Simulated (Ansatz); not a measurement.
# Nudged elastic band, with input and output: B2SiH3Br

- system: B2SiH3Br
- method: UKS B3LYP/def2-SVP (Ansatz 0.2.0)

One setting was made poor on purpose. It belongs to a series of runs on one base structure; here: band between the two ends. Figures and captions count atoms from 1; the log counts them from 0 in places.

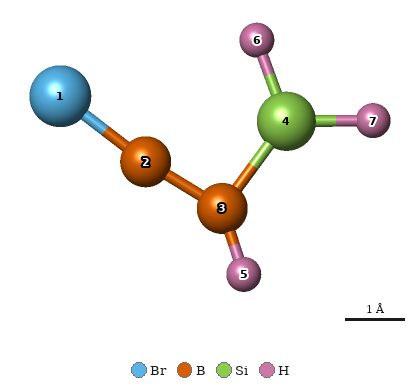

Fig. 1: The input geometry (ball-and-stick view, seen on its broad side; atoms are numbered from 1 in the order of the input).

## Input file
```yaml
crystal:
  periodic: [false, false, false]
  atoms:
    - { symbol: Br, position_ang: [-1.720245, -2.182457, 1.107548] }
    - { symbol: B, position_ang: [-0.193091, -1.328897, 0.504608] }
    - { symbol: B, position_ang: [0.981857, -0.483913, -0.026706] }
    - { symbol: Si, position_ang: [-0.058516, 1.042892, -0.371667] }
    - { symbol: H, position_ang: [2.160277, -0.588236, -0.215184] }
    - { symbol: H, position_ang: [-1.524533, 1.125237, -0.118602] }
    - { symbol: H, position_ang: [0.415451, 2.347273, -0.925697] }
magnetization:
  spin_polarized: true
basis:
  gaussian: { orbitals: def2-SVP }
hamiltonian:
  xc: b3lyp
neb:
  order_check: false
  images: 5
  f_tol: 0.05
  max_iterations: 60
  initial_path: linear
  final_atoms:
    - { symbol: Br, position_ang: [-1.39865191, -2.1111208, 1.02103482] }
    - { symbol: B, position_ang: [-0.34056988, -0.67219892, 0.298677] }
    - { symbol: B, position_ang: [1.19137054, -0.34126046, -0.11724837] }
    - { symbol: Si, position_ang: [0.14778165, 1.14465125, -0.44844654] }
    - { symbol: H, position_ang: [2.30209569, -0.76743039, -0.1793134] }
    - { symbol: H, position_ang: [-0.65668707, 2.37349929, -0.73149524] }
    - { symbol: H, position_ang: [-1.18413902, 0.30575903, 0.11109171] }
```

Machine: 2 threads of Intel Xeon (Sapphire Rapids), 16 GiB of memory available, shared host.

Launched with:
```bash
ansatz run input.yaml --threads 2 --pin off --max-ram 3072MiB --backend cpu --events-out ev --progress --plain --runs-dir out
```

## Output
```
Engine: ansatz 0.2.0, x86_64-unknown-linux-gnu
Functional definition: B3LYP
  parameter a0 = 0.2
  parameter ax = 0.72
  parameter ac = 0.81
  exchange = (1 - a0 - ax)*slater_x + ax*b88_x + a0*exact_x
  correlation = (1 - ac)*vwn_rpa_c + ac*lyp_c
995 factors; integrals over basis functions are off by at most 4.8e-4 eV
mean field evaluation 1: about -79306.8539 eV, gradient 3.0e1 eV
mean field evaluation 2: about -79295.2810 eV, gradient 4.6e1 eV
mean field evaluation 4: about -79312.8630 eV, gradient 6.1e0 eV
mean field evaluation 8: about -79313.1769 eV, gradient 1.0e-1 eV
mean field evaluation 16: about -79313.1770 eV, gradient 5.6e-5 eV
mean field -79313.17702981 eV, -2914.7054954433 hartree, gradient 5.6e-5 eV, S^2 0.000000; 1 other end points of the search recorded, 0 dependent functions left out
the calculation of the forces begins
reference -79313.17727817 eV, -2914.7055045703 hartree; 31, 31 occupied and 62, 62 virtual orbitals, 995 factors
995 factors; integrals over basis functions are off by at most 9.2e-4 eV
mean field evaluation 32: about -79313.2732 eV, gradient 1.8e-4 eV
mean field -79313.27321904 eV, -2914.7090303322 hartree, gradient 4.8e-5 eV, S^2 0.000000; 0 other end points of the search recorded, 0 dependent functions left out
[... from here on the field's lines of each further geometry are left out, up to the last ...]
NEB iter   1: max|band force component| = 2.789e0 eV/Å  barrier→ = 1.5659 eV  barrier← = 1.6620 eV  Δτ_max = 0.1986 Å  (397 SCF iters)
NEB iter   2: max|band force component| = 9.378e-1 eV/Å  barrier→ = 1.1637 eV  barrier← = 1.2599 eV  Δτ_max = 0.1943 Å  (206 SCF iters)
NEB iter   3: max|band force component| = 8.793e-1 eV/Å  barrier→ = 1.0962 eV  barrier← = 1.1924 eV  Δτ_max = 0.2000 Å  (189 SCF iters)
NEB iter   4: max|band force component| = 7.450e-1 eV/Å  barrier→ = 1.0374 eV  barrier← = 1.1336 eV  Δτ_max = 0.2000 Å  (194 SCF iters)
NEB iter   5: max|band force component| = 1.025e0 eV/Å  barrier→ = 0.8878 eV  barrier← = 0.9839 eV  Δτ_max = 0.0980 Å  (204 SCF iters)
NEB iter   6: max|band force component| = 4.213e-1 eV/Å  barrier→ = 0.8428 eV  barrier← = 0.9390 eV  CI = image 3  Δτ_max = 0.0999 Å  (209 SCF iters)
NEB iter   7: max|band force component| = 3.451e-1 eV/Å  barrier→ = 0.9630 eV  barrier← = 1.0591 eV  CI = image 3  Δτ_max = 0.0998 Å  (191 SCF iters)
NEB iter   8: max|band force component| = 3.171e-1 eV/Å  barrier→ = 1.0332 eV  barrier← = 1.1294 eV  CI = image 3  Δτ_max = 0.0997 Å  (185 SCF iters)
NEB iter   9: max|band force component| = 3.382e-1 eV/Å  barrier→ = 1.0454 eV  barrier← = 1.1416 eV  CI = image 3  Δτ_max = 0.0992 Å  (187 SCF iters)
NEB iter  10: max|band force component| = 3.229e-1 eV/Å  barrier→ = 1.0426 eV  barrier← = 1.1388 eV  CI = image 3  Δτ_max = 0.1977 Å  (174 SCF iters)
NEB iter  11: max|band force component| = 3.658e-1 eV/Å  barrier→ = 1.0422 eV  barrier← = 1.1384 eV  CI = image 3  Δτ_max = 0.1989 Å  (183 SCF iters)
NEB iter  12: max|band force component| = 2.578e-1 eV/Å  barrier→ = 1.0420 eV  barrier← = 1.1382 eV  CI = image 3  Δτ_max = 0.1986 Å  (171 SCF iters)
NEB iter  13: max|band force component| = 1.262e-1 eV/Å  barrier→ = 1.0418 eV  barrier← = 1.1380 eV  CI = image 3  Δτ_max = 0.1980 Å  (168 SCF iters)
NEB iter  14: max|band force component| = 1.515e-1 eV/Å  barrier→ = 1.0417 eV  barrier← = 1.1379 eV  CI = image 3  Δτ_max = 0.1004 Å  (168 SCF iters)
NEB iter  15: max|band force component| = 1.347e-1 eV/Å  barrier→ = 1.0416 eV  barrier← = 1.1378 eV  CI = image 3  Δτ_max = 0.0626 Å  (162 SCF iters)
NEB iter  16: max|band force component| = 1.265e-1 eV/Å  barrier→ = 1.0416 eV  barrier← = 1.1378 eV  CI = image 3  Δτ_max = 0.0157 Å  (159 SCF iters)
the calculation of the forces begins
reference -79313.07524820 eV, -2914.7017550381 hartree; 31, 31 occupied and 62, 62 virtual orbitals, 995 factors
995 factors; integrals over basis functions are off by at most 4.0e-4 eV
mean field evaluation 864: about -79311.4210 eV, gradient 9.6e-1 eV
mean field evaluation 896: about -79311.9640 eV, gradient 7.9e-1 eV
mean field -79312.13548934 eV, -2914.6672195368 hartree, gradient 2.3e-5 eV, S^2 1.010834; 5 other end points of the search recorded, 0 dependent functions left out
the calculation of the forces begins
reference -79312.13574337 eV, -2914.6672288723 hartree; 31, 31 occupied and 62, 62 virtual orbitals, 995 factors
NEB iter  17: max|band force component| = 2.228e-2 eV/Å  barrier→ = 1.0415 eV  barrier← = 1.1377 eV  CI = image 3  Δτ_max = 0.0000 Å  (422 SCF iters)
```

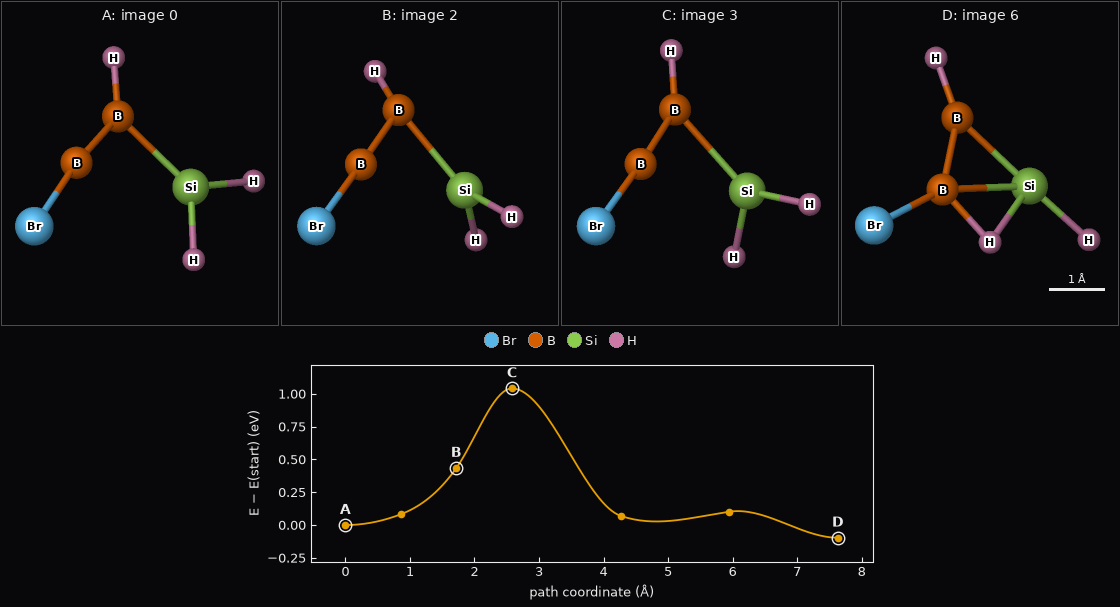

Fig. 2: Images of the last band (counted from 0; ball-and-stick, seen at a tilt) above the energy along the path; the line is a cubic interpolation that uses the forces. The highest image is number 3, 1.042 eV above the start and 1.138 eV above the end (the climbing image); the end lies 0.096 eV below the start. The path is 7.63 Å long. The band converged in 17 iterations.

```
Total energy: -79312.13574337 eV, -2914.6672288723 hartree
Atom 0 at    -1.006567    -1.114645     2.415081 Å, force     0.000001     0.001062    -0.001863 eV/Å
Atom 1 at     0.064892    -0.849947     0.913005 Å, force     0.002412    -0.002549     0.003459 eV/Å
Atom 2 at     1.000417    -0.685491    -0.319094 Å, force    -0.001909    -0.000915    -0.000596 eV/Å
Atom 3 at    -0.241010     0.831538    -0.712239 Å, force     0.000757     0.002930    -0.002993 eV/Å
Atom 4 at     1.959482    -1.090672    -0.913701 Å, force    -0.000541     0.000592     0.000716 eV/Å
Atom 5 at    -1.575598     0.666518    -1.358968 Å, force    -0.000202    -0.000526     0.000259 eV/Å
Atom 6 at    -0.140417     2.174598    -0.069784 Å, force    -0.000517    -0.000596     0.001018 eV/Å
Dipole moment:    -0.169557     0.106708     0.063764 e Å
this run last wrote the band of iteration 17 to [file]
```

## The last band as extended XYZ (Å, eV, eV/Å)
```
7
Properties=species:S:1:pos:R:3:forces:R:3 image=0 energy=-79313.17703
Br   -1.7202   -2.1825    1.1075    0.0022  -0.0009  -0.0006
B    -0.1931   -1.3289    0.5046   -0.0098  -0.0025   0.0029
B     0.9819   -0.4839   -0.0267    0.0064   0.0030  -0.0023
Si   -0.0585    1.0429   -0.3717    0.0026  -0.0033   0.0039
H     2.1603   -0.5882   -0.2152   -0.0006   0.0025  -0.0013
H    -1.5245    1.1252   -0.1186   -0.0008   0.0020  -0.0013
H     0.4155    2.3473   -0.9257   -0.0001  -0.0008  -0.0013
7
Properties=species:S:1:pos:R:3:forces:R:3 image=1 energy=-79313.09455
Br   -1.5459   -1.8241    1.6603   -0.0289  -0.0496  -0.0465
B    -0.1435   -1.1890    0.6226   -0.0040  -0.0267  -0.0019
B     0.9466   -0.6220   -0.3073    0.0021   0.0155   0.0294
Si   -0.1126    0.9251   -0.5160    0.0022   0.0068   0.0049
H     2.1451   -0.6174   -0.3307    0.0019   0.0302   0.0266
H    -1.6018    0.9281   -0.5427   -0.0167   0.0127   0.1130
H     0.3733    2.3312   -0.6320    0.0434   0.0111  -0.1255
7
Properties=species:S:1:pos:R:3:forces:R:3 image=2 energy=-79312.74176
Br   -1.2746   -1.4316    2.0979   -0.0538  -0.1159  -0.1075
B    -0.0767   -1.0123    0.7313   -0.0503  -0.0751  -0.0936
B     0.9035   -0.7295   -0.4430   -0.0997  -0.0493  -0.1303
Si   -0.1628    0.8460   -0.6032    0.0091  -0.0433   0.0439
H     2.0972   -0.7966   -0.5389    0.0739   0.2205   0.2730
H    -1.6038    0.7900   -0.9824   -0.1357  -0.0188   0.3876
H     0.1784    2.2660   -0.3074    0.2564   0.0819  -0.3730
7
Properties=species:S:1:pos:R:3:forces:R:3 image=3 energy=-79312.13549
Br   -1.0066   -1.1146    2.4151    0.0000   0.0011  -0.0019
B     0.0649   -0.8499    0.9130    0.0024  -0.0025   0.0035
B     1.0004   -0.6855   -0.3191   -0.0019  -0.0009  -0.0006
Si   -0.2410    0.8315   -0.7122    0.0008   0.0029  -0.0030
H     1.9595   -1.0907   -0.9137   -0.0005   0.0006   0.0007
H    -1.5756    0.6665   -1.3590   -0.0002  -0.0005   0.0003
H    -0.1404    2.1746   -0.0698   -0.0005  -0.0006   0.0010
7
Properties=species:S:1:pos:R:3:forces:R:3 image=4 energy=-79313.10643
Br   -0.3256   -0.6635    2.8224    0.0456   0.0301   0.0269
B     0.3858   -0.6890    1.1087    0.0217   0.0071   0.0209
B     0.9492   -0.5917   -0.3219   -0.0140   0.0180  -0.0039
Si   -0.3818    0.6807   -0.7331    0.0006  -0.0135   0.0037
H     1.4581   -1.3228   -1.1231   -0.0546  -0.0324  -0.0117
H    -1.0686    0.8726   -2.0427    0.0856   0.0543  -0.1005
H    -0.9559    1.6457    0.2439   -0.0849  -0.0637   0.0647
7
Properties=species:S:1:pos:R:3:forces:R:3 image=5 energy=-79313.07500
Br    0.4057   -0.0111    2.8923   -0.0722  -0.0622   0.0185
B     0.5329   -0.5273    1.1136    0.0171  -0.0064  -0.0134
B     0.5810   -0.9417   -0.3731    0.0577   0.0553   0.0162
Si   -0.6209    0.4552   -0.7656    0.0094   0.0222   0.0211
H     1.4833   -1.2626   -1.0961   -0.0125   0.0144  -0.0226
H    -0.5733    1.3715   -1.9486   -0.0877  -0.1191  -0.0170
H    -1.7476    0.8479    0.1317    0.0883   0.0957  -0.0028
7
Properties=species:S:1:pos:R:3:forces:R:3 image=6 energy=-79313.27322
Br   -1.4932   -2.0437    1.0229   -0.0015  -0.0013   0.0008
B    -0.3702   -0.6548    0.3006    0.0025  -0.0041   0.0007
B     1.1789   -0.3882   -0.0975   -0.0108   0.0104  -0.0012
Si    0.1986    1.1336   -0.4582    0.0075  -0.0085   0.0026
H     2.2729   -0.8578   -0.1399    0.0015   0.0011  -0.0012
H    -0.5534    2.3897   -0.7649   -0.0005  -0.0026   0.0004
H    -1.1724    0.3531    0.0914    0.0014   0.0051  -0.0021
```

## Results in brief

| quantity | value |
| --- | --- |
| outcome | converged |
| barrier, forward | 1.042 eV |
| barrier, backward | 1.138 eV |
| wall time | 3.7 min (CPU time 7.2 min) |
| peak memory | 0.34 GiB |

## Remarks

A deliberately poor setting: straight start. ⟨S²⟩ is 1.01 against 0.00 for a pure state: the solution is spin-contaminated. The order of the saddle point was not checked.
